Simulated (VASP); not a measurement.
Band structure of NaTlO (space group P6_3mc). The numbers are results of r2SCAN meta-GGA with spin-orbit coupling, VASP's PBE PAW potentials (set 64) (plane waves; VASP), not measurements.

The path is coarsely sampled, so an indirect gap can come out somewhat too large.

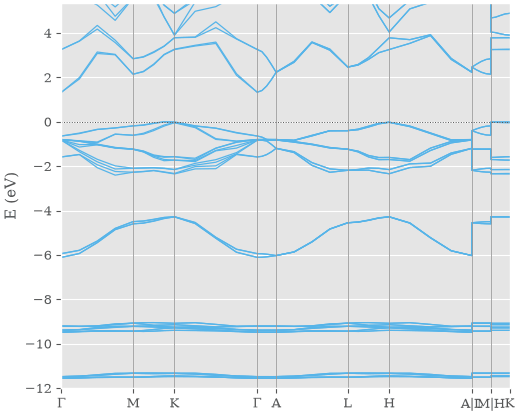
*Bands along high-symmetry lines, zero at the valence-band maximum or, without a gap, the Fermi level*

Q: Read the plot: is there a gap, and where are the band edges?

A: The gap is indirect, 1.33 eV, from the valence maximum at M-K at 0.75 to the conduction minimum at Γ.

The structure comes from a computed database's NaTlO entry (P6_3mc); how it stands against other phases isn't given here. It was relaxed first.
